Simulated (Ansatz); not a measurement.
# GaNH₄: a short trajectory

What does GaNH₄ do in its first 30 fs with a Langevin thermostat, with the temperature set to 500 K?

Computed with Ansatz 0.2.0, Gaussian basis. Level: BLYP/def2-SVP with D3(BJ) with three-body dispersion.

## 1. The relaxed structure

The geometry comes from an earlier relaxation with PBE0-D4 in a triple-zeta def2 set; it is a stationary point.

SMILES `[NH2][GaH2]`, 6 atoms, charge 0, spin multiplicity 1.

Atoms are counted from 1 here; the program's logs count them from 0.

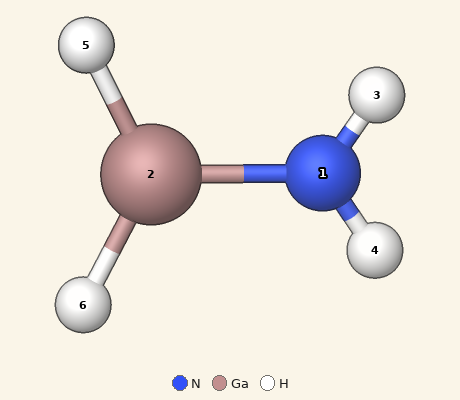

The geometry (nitrogen blue, gallium pink, hydrogen white); atoms are numbered from 1 in the order of the file.

As a file:

```xyz
6

N    -0.0102   -0.9520    0.0456
Ga    0.0093    0.8591   -0.0412
H     0.2629   -1.5550   -0.7114
H    -0.2956   -1.4737    0.8566
H     0.4835    1.4929   -1.3868
H    -0.4498    1.6287    1.2372
```

## 2. Dynamics

File in.yaml:

```yaml
crystal:
  periodic: [false, false, false]
  atoms:
    - {symbol: N, position_ang: [-0.010240, -0.951954, 0.045618]}
    - {symbol: Ga, position_ang: [0.009271, 0.859054, -0.041197]}
    - {symbol: H, position_ang: [0.262887, -1.554999, -0.711390]}
    - {symbol: H, position_ang: [-0.295626, -1.473687, 0.856590]}
    - {symbol: H, position_ang: [0.483545, 1.492902, -1.386834]}
    - {symbol: H, position_ang: [-0.449838, 1.628685, 1.237213]}
basis:
  gaussian: {orbitals: def2-SVP}
hamiltonian: {xc: {name: BLYP}, dispersion: d3bjatm}
md: {timestep: 1 fs, n_steps: 30, ensemble: nvt_langevin, temperature: 500, initial_velocities: maxwell_boltzmann, friction: 0.01, seed: 851}
```

On the command line:

```console
$ ansatz run in.yaml --threads 4 --pin off --events-out ev --progress --plain --max-ram 10444MiB
```

Output:

```text
Functional definition: BLYP
  name "BLYP"
  cite "Becke, Phys. Rev. A 38, 3098 (1988) doi:10.1103/PhysRevA.38.3098"
  cite "Lee, Yang & Parr, Phys. Rev. B 37, 785 (1988) doi:10.1103/PhysRevB.37.785"
  parameter beta = 0.0042
  parameter a = 0.04918
  parameter b = 0.132
  parameter c = 0.2533
  parameter d = 0.349
  exchange = b88_x(beta = beta)
  correlation = lyp_c(a = a, b = b, c = c, d = d)
759 factors; their error is unknown
mean field evaluation 1: about -53915.8497 eV, gradient 7.5e1 eV
mean field evaluation 2: about -53856.8050 eV, gradient 1.5e2 eV
mean field evaluation 4: about -53926.2776 eV, gradient 1.3e1 eV
mean field evaluation 8: about -53926.5146 eV, gradient 2.1e-1 eV
mean field evaluation 16: about -53926.4809 eV, gradient 3.2e-5 eV
mean field -53926.48088188 eV, -1981.7616197276 hartree, gradient 3.2e-5 eV, S^2 0.000000; 0 other end points of the search recorded, 0 dependent functions left out
the calculation of the forces begins
reference -53926.48118573 eV, -1981.7616308939 hartree; 21, 21 occupied and 45, 45 virtual orbitals, 759 factors
md step     0: t =     0.00 fs  T =   416.7 K  F+E_penalty+E_count = -53926.63024359 eV  E_kin = 0.323150 eV  (25 SCF iters)
these checks for a lower state are left out or cut short: starts, cluster_reference, orbital_swaps, neighbouring_geometries, increment
759 factors; their error is unknown
mean field -53926.43935739 eV, -1981.7600937307 hartree, gradient 1.7e-5 eV, S^2 0.000000; 0 other end points of the search recorded, 0 dependent functions left out
the calculation of the forces begins
reference -53926.43966146 eV, -1981.7601049048 hartree; 21, 21 occupied and 45, 45 virtual orbitals, 759 factors
md step     1: t =     1.00 fs  T =   365.8 K  F+E_penalty+E_count = -53926.58826173 eV  E_kin = 0.283703 eV  (27 SCF iters, 3 dispersion substeps)
these checks for a lower state are left out or cut short: starts, cluster_reference, orbital_swaps, neighbouring_geometries, increment
759 factors; their error is unknown
mean field -53926.40495147 eV, -1981.7588293365 hartree, gradient 1.6e-5 eV, S^2 0.000000; 0 other end points of the search recorded, 0 dependent functions left out
the calculation of the forces begins
reference -53926.40525624 eV, -1981.7588405364 hartree; 21, 21 occupied and 45, 45 virtual orbitals, 759 factors
md step     2: t =     2.00 fs  T =   302.0 K  F+E_penalty+E_count = -53926.55333859 eV  E_kin = 0.234236 eV  (27 SCF iters, 3 dispersion substeps)
[... from here on, the SCF cycles and remarks between the steps are left out ...]
md step     3: t =     3.00 fs  T =   282.8 K  F+E_penalty+E_count = -53926.53969780 eV  E_kin = 0.219366 eV  (27 SCF iters, 3 dispersion substeps)
md step     4: t =     4.00 fs  T =   231.5 K  F+E_penalty+E_count = -53926.49952761 eV  E_kin = 0.179541 eV  (27 SCF iters, 3 dispersion substeps)
md step     5: t =     5.00 fs  T =   138.1 K  F+E_penalty+E_count = -53926.43933729 eV  E_kin = 0.107069 eV  (27 SCF iters, 3 dispersion substeps)
md step     6: t =     6.00 fs  T =   107.6 K  F+E_penalty+E_count = -53926.41540612 eV  E_kin = 0.083420 eV  (27 SCF iters, 3 dispersion substeps)
md step     7: t =     7.00 fs  T =   142.7 K  F+E_penalty+E_count = -53926.44605853 eV  E_kin = 0.110642 eV  (27 SCF iters, 3 dispersion substeps)
md step     8: t =     8.00 fs  T =   208.2 K  F+E_penalty+E_count = -53926.50458773 eV  E_kin = 0.161450 eV  (27 SCF iters, 3 dispersion substeps)
md step     9: t =     9.00 fs  T =   254.1 K  F+E_penalty+E_count = -53926.54375319 eV  E_kin = 0.197075 eV  (27 SCF iters, 3 dispersion substeps)
md step    10: t =    10.00 fs  T =   263.7 K  F+E_penalty+E_count = -53926.54046544 eV  E_kin = 0.204496 eV  (27 SCF iters, 3 dispersion substeps)
md step    11: t =    11.00 fs  T =   288.2 K  F+E_penalty+E_count = -53926.53970880 eV  E_kin = 0.223507 eV  (27 SCF iters, 3 dispersion substeps)
md step    12: t =    12.00 fs  T =   323.4 K  F+E_penalty+E_count = -53926.55612874 eV  E_kin = 0.250826 eV  (27 SCF iters, 3 dispersion substeps)
md step    13: t =    13.00 fs  T =   296.0 K  F+E_penalty+E_count = -53926.53313405 eV  E_kin = 0.229590 eV  (27 SCF iters, 3 dispersion substeps)
md step    14: t =    14.00 fs  T =   221.4 K  F+E_penalty+E_count = -53926.46301255 eV  E_kin = 0.171676 eV  (27 SCF iters, 3 dispersion substeps)
md step    15: t =    15.00 fs  T =   131.7 K  F+E_penalty+E_count = -53926.40770078 eV  E_kin = 0.102176 eV  (27 SCF iters, 3 dispersion substeps)
md step    16: t =    16.00 fs  T =   149.8 K  F+E_penalty+E_count = -53926.41394193 eV  E_kin = 0.116191 eV  (27 SCF iters, 3 dispersion substeps)
md step    17: t =    17.00 fs  T =   210.6 K  F+E_penalty+E_count = -53926.46263246 eV  E_kin = 0.163302 eV  (27 SCF iters, 3 dispersion substeps)
md step    18: t =    18.00 fs  T =   207.5 K  F+E_penalty+E_count = -53926.49403893 eV  E_kin = 0.160911 eV  (27 SCF iters, 3 dispersion substeps)
md step    19: t =    19.00 fs  T =   167.4 K  F+E_penalty+E_count = -53926.48014701 eV  E_kin = 0.129834 eV  (27 SCF iters, 3 dispersion substeps)
md step    20: t =    20.00 fs  T =   161.5 K  F+E_penalty+E_count = -53926.45109662 eV  E_kin = 0.125274 eV  (28 SCF iters, 3 dispersion substeps)
md step    21: t =    21.00 fs  T =   122.6 K  F+E_penalty+E_count = -53926.43338982 eV  E_kin = 0.095088 eV  (28 SCF iters, 3 dispersion substeps)
md step    22: t =    22.00 fs  T =   149.1 K  F+E_penalty+E_count = -53926.43421078 eV  E_kin = 0.115606 eV  (28 SCF iters, 3 dispersion substeps)
md step    23: t =    23.00 fs  T =   158.6 K  F+E_penalty+E_count = -53926.44075128 eV  E_kin = 0.123035 eV  (27 SCF iters, 3 dispersion substeps)
md step    24: t =    24.00 fs  T =   191.3 K  F+E_penalty+E_count = -53926.44581755 eV  E_kin = 0.148381 eV  (27 SCF iters, 3 dispersion substeps)
md step    25: t =    25.00 fs  T =   197.9 K  F+E_penalty+E_count = -53926.45662750 eV  E_kin = 0.153516 eV  (27 SCF iters, 3 dispersion substeps)
md step    26: t =    26.00 fs  T =   222.9 K  F+E_penalty+E_count = -53926.47560911 eV  E_kin = 0.172860 eV  (27 SCF iters, 3 dispersion substeps)
md step    27: t =    27.00 fs  T =   256.5 K  F+E_penalty+E_count = -53926.48305013 eV  E_kin = 0.198956 eV  (27 SCF iters, 3 dispersion substeps)
md step    28: t =    28.00 fs  T =   244.7 K  F+E_penalty+E_count = -53926.45943423 eV  E_kin = 0.189781 eV  (27 SCF iters, 3 dispersion substeps)
md step    29: t =    29.00 fs  T =   187.4 K  F+E_penalty+E_count = -53926.41176861 eV  E_kin = 0.145338 eV  (28 SCF iters, 3 dispersion substeps)
these checks for a lower state are left out or cut short: starts, cluster_reference, orbital_swaps, neighbouring_geometries, increment
759 factors; their error is unknown
mean field -53926.22541950 eV, -1981.7522316583 hartree, gradient 2.1e-5 eV, S^2 0.000000; 0 other end points of the search recorded, 0 dependent functions left out
the calculation of the forces begins
reference -53926.22571779 eV, -1981.7522426201 hartree; 21, 21 occupied and 45, 45 virtual orbitals, 759 factors
759 factors; their error is unknown
mean field evaluation 256: about -53926.2254 eV, gradient 1.4e-1 eV
mean field -53926.22541950 eV, -1981.7522316583 hartree, gradient 2.1e-5 eV, S^2 0.000000; 1 other end points of the search recorded, 0 dependent functions left out
the calculation of the forces begins
reference -53926.22571779 eV, -1981.7522426201 hartree; 21, 21 occupied and 45, 45 virtual orbitals, 759 factors
md step    30: t =    30.00 fs  T =   148.2 K  F+E_penalty+E_count = -53926.37369700 eV  E_kin = 0.114966 eV  (26 SCF iters, 3 dispersion substeps)
Total energy: -53926.37399528 eV, -1981.7576917176 hartree
Atom 0 at     0.025670    -1.040029     0.008832 Å, force    -0.652414     0.507805     0.418741 eV/Å
Atom 1 at     0.012118     0.858650    -0.044419 Å, force     0.603863    -1.297425    -1.203395 eV/Å
Atom 2 at    -0.094260    -1.551106    -0.849762 Å, force     0.551665    -0.012863    -1.479320 eV/Å
Atom 3 at    -0.629215    -1.608532     0.552543 Å, force    -0.037095     0.338288     1.115471 eV/Å
Atom 4 at     0.606384     1.348264    -1.461399 Å, force    -0.228501     0.011914     0.387698 eV/Å
Atom 5 at    -0.196918     1.638199     1.233809 Å, force    -0.237518     0.452281     0.760804 eV/Å
Dipole moment:    -0.272074    -0.157199    -0.022906 e Å
```

Run time: 6.5 s. Hardware: 4 threads of AMD EPYC 9R45, shared host.

## 3. The trajectory

Every 2 steps, with energies from the start:

```
time (fs)  T (K)  potential (meV)  Ga2–H6 (Å)
      0.0    417              0.0       1.561
      2.0    302             76.9       1.637
      4.0    231            130.7       1.690
      6.0    108            214.8       1.704
      8.0    208            125.7       1.678
     10.0    264             89.8       1.614
     12.0    323             74.1       1.525
     14.0    221            167.2       1.473
     16.0    150            216.3       1.491
     18.0    207            136.2       1.554
     20.0    162            179.1       1.626
     22.0    149            196.0       1.681
     24.0    191            184.4       1.683
     26.0    223            154.6       1.632
     28.0    245            170.8       1.566
     30.0    148            256.5       1.512
```

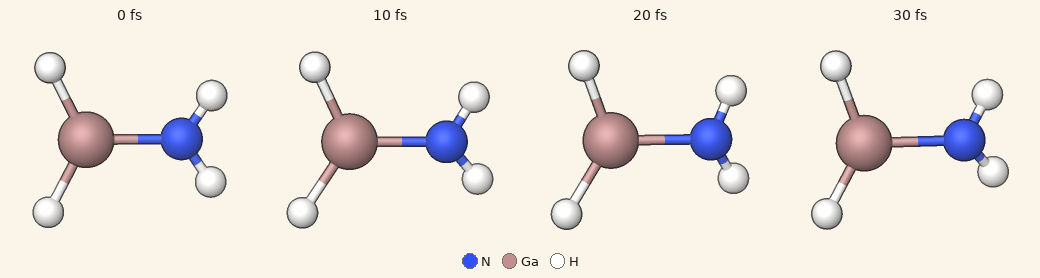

Four frames; sticks are those of the first frame.

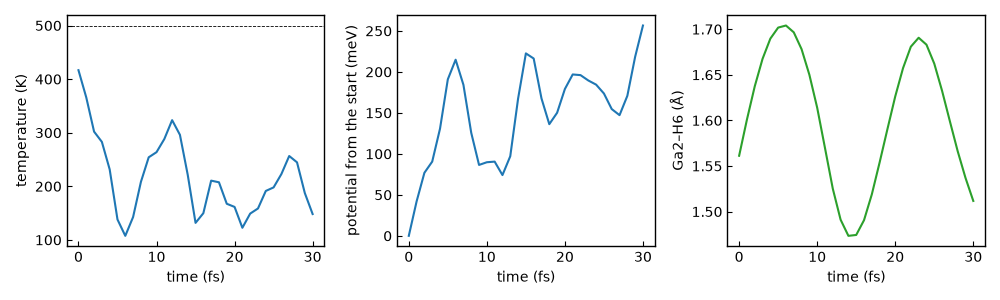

Temperature (the set value dashed), potential energy and the bond that swings most.

Positions (Å) and forces (eV/Å) at 30.0 fs:

```xyz
6

N     0.026   -1.040    0.009   -0.652    0.508    0.419
Ga    0.012    0.859   -0.044    0.604   -1.297   -1.203
H    -0.094   -1.551   -0.850    0.552   -0.013   -1.479
H    -0.629   -1.609    0.553   -0.037    0.338    1.115
H     0.606    1.348   -1.461   -0.229    0.012    0.388
H    -0.197    1.638    1.234   -0.238    0.452    0.761
```

## 4. What came out

```
                         quantity                          value
                           length             30 steps of 1.0 fs
temperature, first and last frame                     417, 148 K
         temperature, second half  mean 182 K, from 123 to 257 K
           swing of the potential                        257 meV
                  range of Ga2–H6               1.473 to 1.704 Å
```

What this shows: From 417 K at the start the temperature swings between 108 and 417 K: with 6 atoms it has no steady value yet; starting near a minimum, about half of the kinetic energy flows into the potential. The first value differs from the one set because the log counts other degrees of freedom than the draw of velocities did. Ga2–H6 swings most, by 0.23 Å; no bond breaks. A run of 30 fs gives no averages.
